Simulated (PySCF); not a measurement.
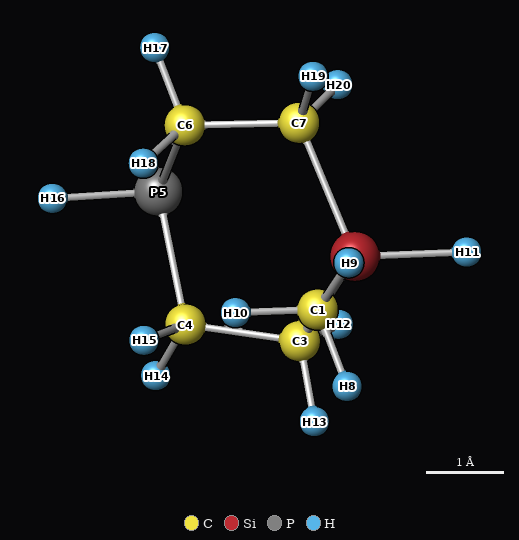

Figure 1. The structure (ball-and-stick view, seen at a tilt; atoms are numbered from 1 in the order of the input). Bond lengths as drawn: C–C 1.53 Å, C–H 1.09 to 1.10 Å, C–P 1.86 Å, C–Si 1.90 to 1.91 Å, H–P 1.41 Å and H–Si 1.47 Å.

## NMR shielding calculation, with input and output: C5H13PSi

System: C5H13PSi, SMILES C[SiH]1CCPCC1.
Method: GIAO OPBE/3-21G NMR shielding, non-relativistic, gas phase (PySCF 2.14.0).

Some settings of this run were made unusual or wrong on purpose. The geometry comes from this level: GFN2-xTB. Figures and captions count atoms from 1; the log counts them from 0 in places.

What the program printed:
```
damping 2.00 in the first 6 cycles
final grid: 149728 points
cycle   1  E = -824.6417065070  dE = -1.752e-01  |g| = 5.304e-01  |ddm| = 4.147e+00
cycle   2  E = -823.8615228757  dE =  7.802e-01  |g| = 1.808e+00  |ddm| = 1.395e+00
cycle   3  E = -810.7251648226  dE =  1.314e+01  |g| = 6.962e+00  |ddm| = 9.207e+00
cycle   4  E = -778.4639678549  dE =  3.226e+01  |g| = 9.498e+00  |ddm| = 1.216e+01
cycle   5  E = -645.9008674066  dE =  1.326e+02  |g| = 1.872e+01  |ddm| = 3.091e+01
cycle   6  E = -758.4521617581  dE = -1.126e+02  |g| = 5.517e+00  |ddm| = 9.206e+01
cycle   7  E = -767.6318387708  dE = -9.180e+00  |g| = 1.173e+01  |ddm| = 8.725e+01
cycle   8  E = -799.4441681726  dE = -3.181e+01  |g| = 7.765e+00  |ddm| = 1.207e+01
cycle   9  E = -792.5149868779  dE =  6.929e+00  |g| = 7.465e+00  |ddm| = 1.408e+01
cycle  10  E = -808.6044932330  dE = -1.609e+01  |g| = 5.888e+00  |ddm| = 1.263e+01
cycle  11  E = -812.4922296294  dE = -3.888e+00  |g| = 5.748e+00  |ddm| = 1.043e+01
cycle  12  E = -813.6790369148  dE = -1.187e+00  |g| = 5.424e+00  |ddm| = 2.740e+00
cycle  13  E = -813.5516992515  dE =  1.273e-01  |g| = 5.447e+00  |ddm| = 1.405e+00
cycle  14  E = -813.5287348682  dE =  2.296e-02  |g| = 5.451e+00  |ddm| = 8.557e-02
cycle  15  E = -797.8473596252  dE =  1.568e+01  |g| = 6.007e+00  |ddm| = 3.206e+01
cycle  16  E = -824.2865261281  dE = -2.644e+01  |g| = 1.181e+00  |ddm| = 2.830e+01
cycle  17  E = -824.6340013933  dE = -3.475e-01  |g| = 4.994e-01  |ddm| = 1.829e+00
cycle  18  E = -824.6993029707  dE = -6.530e-02  |g| = 2.704e-01  |ddm| = 8.448e-01
cycle  19  E = -824.7176796858  dE = -1.838e-02  |g| = 1.086e-01  |ddm| = 4.057e-01
cycle  20  E = -824.7207677892  dE = -3.088e-03  |g| = 1.771e-02  |ddm| = 1.464e-01
cycle  21  E = -824.7208506378  dE = -8.285e-05  |g| = 5.391e-03  |ddm| = 3.034e-02
cycle  22  E = -824.7208599899  dE = -9.352e-06  |g| = 1.276e-03  |ddm| = 9.934e-03
cycle  23  E = -824.7208605489  dE = -5.590e-07  |g| = 2.921e-04  |ddm| = 2.438e-03
cycle  24  E = -824.7208605734  dE = -2.448e-08  |g| = 1.059e-04  |ddm| = 5.952e-04
cycle  25  E = -824.7208605768  dE = -3.410e-09  |g| = 1.443e-05  |ddm| = 1.853e-04
cycle  26  E = -824.7208605768  dE = -6.548e-11  |g| = 5.628e-06  |ddm| = 4.256e-05
converged SCF energy = -824.7208605768

GIAO shielding tensors (ppm)
atom      isotropic    diamagn.    paramagn.     s11        s22        s33       span
  0 C      213.882     252.817     -38.935    205.719    215.630    220.295     14.576
  1 Si     493.393     873.338    -379.945    470.523    495.521    514.134     43.612
  2 C      200.062     246.220     -46.157    188.315    201.651    210.221     21.907
  3 C      190.362     246.346     -55.984    185.012    189.823    196.251     11.239
  4 P      542.261     959.791    -417.530    525.495    528.790    572.499     47.003
  5 C      190.354     246.302     -55.948    184.935    189.851    196.276     11.341
  6 C      200.160     246.177     -46.018    188.412    201.735    210.332     21.920
  7 H       33.277      30.083       3.194     28.030     30.160     41.643     13.613
  8 H       33.277      30.071       3.206     28.047     30.095     41.689     13.642
  9 H       32.676      30.195       2.481     27.253     32.348     38.426     11.173
 10 H       29.160      28.855       0.305     25.477     26.414     35.587     10.110
 11 H       32.233      30.456       1.778     27.565     29.880     39.255     11.690
 12 H       32.108      30.791       1.317     26.575     29.215     40.533     13.958
 13 H       31.067      32.507      -1.440     24.797     28.625     39.778     14.981
 14 H       31.175      28.905       2.270     26.597     29.883     37.046     10.449
 15 H       29.440      29.826      -0.386     24.302     26.258     37.762     13.460
 16 H       31.066      32.428      -1.362     24.800     28.622     39.775     14.975
 17 H       31.174      28.908       2.266     26.599     29.866     37.058     10.459
 18 H       32.105      30.734       1.372     26.557     29.223     40.535     13.978
 19 H       32.238      30.435       1.803     27.558     29.888     39.267     11.709
```

The run was set up as follows.

Input:
```
{"job": {"kind": "nmr", "xc": "OPBE", "basis": "3-21G", "pop": false, "scf": {"damp": 2.0, "max_cycle": 97}}, "charge": 0, "multiplicity": 1}
C     -2.317253     0.247397     0.253168
Si    -0.960138    -0.112852    -1.033405
C      0.254911     1.356740    -1.121318
C      1.205308     1.387869     0.073309
P      2.290535    -0.123519     0.095179
C      1.006954    -1.363665     0.622267
C      0.035405    -1.658218    -0.518326
H     -2.875977     1.140273    -0.011042
H     -3.024611    -0.574082     0.312182
H     -1.908518     0.399361     1.248430
H     -1.556895    -0.334628    -2.360704
H      0.847137     1.285666    -2.035591
H     -0.288328     2.302273    -1.175378
H      1.869414     2.256175     0.010928
H      0.649224     1.455771     1.013030
H      2.783299     0.101660     1.393473
H      1.541399    -2.273956     0.913700
H      0.473995    -0.989756     1.501442
H     -0.635607    -2.466047    -0.219885
H      0.604599    -2.025783    -1.374192
```

The first line tells a small driver script what to run in PySCF; the rest is the geometry in Å.

Run as:
```bash
OMP_NUM_THREADS=1 python <driver script> task.json out
```

Outcome:

```csv
quantity,value
outcome,converged
total energy,−824.720861 hartree
HOMO,−5.38 eV
LUMO,0.86 eV
dipole moment,1.79 D
"isotropic shielding, C",190.4 to 213.9 ppm
"isotropic shielding, Si",493.4 ppm
"isotropic shielding, P",542.3 ppm
"isotropic shielding, H",29.2 to 33.3 ppm
hardware,"1 CPU thread, shared host"
wall time,36 s
peak memory,0.49 GiB
```

What went wrong:

Some settings of this run were drawn to be unusual or wrong. It converged; results that depend on the unusual settings are not reference values.
